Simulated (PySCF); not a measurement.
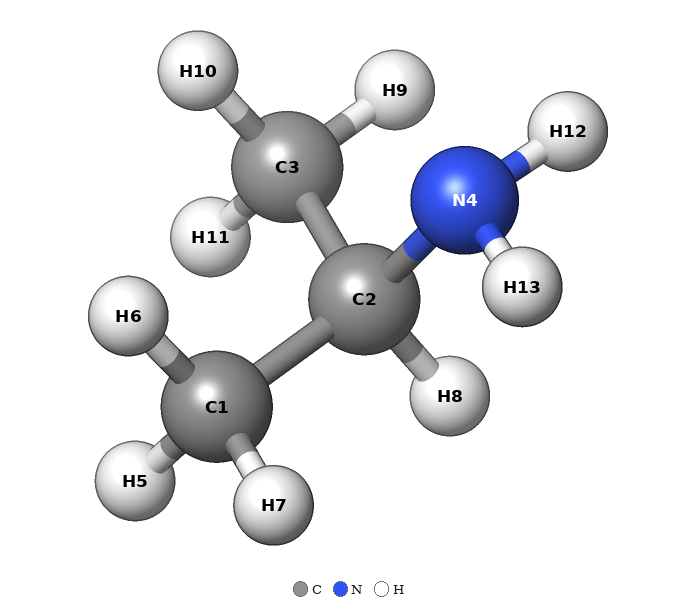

The computed structure is the end point of a PBE0-D3(BJ)/def2-SVP optimisation. No frequency run is at hand to confirm it as a minimum. Properties computed with B3LYP/pcJ-1 indirect spin-spin coupling, non-relativistic, gas phase (PySCF 2.14.0). Isotopes: 13C, 1H, 15N.

Give the spin–spin coupling constants of these pairs, with the number of bonds between them: C2/N4, N4/H13, N4/H12, C1/N4, C3/N4, N4/H8, N4/H5, N4/H9, N4/H10, N4/H6, N4/H7.

```csv
pair,bonds apart,J (Hz)
"C2, N4",1,−4.6
"N4, H13",1,−63.8
"N4, H12",1,−63.8
"C1, N4",2,−5.4
"C3, N4",2,−5.4
"N4, H8",2,0.7
"N4, H5",3,−7.8
"N4, H9",3,−1.6
"N4, H10",3,−1.2
"N4, H6",3,−1.3
"N4, H7",3,−1.5
```
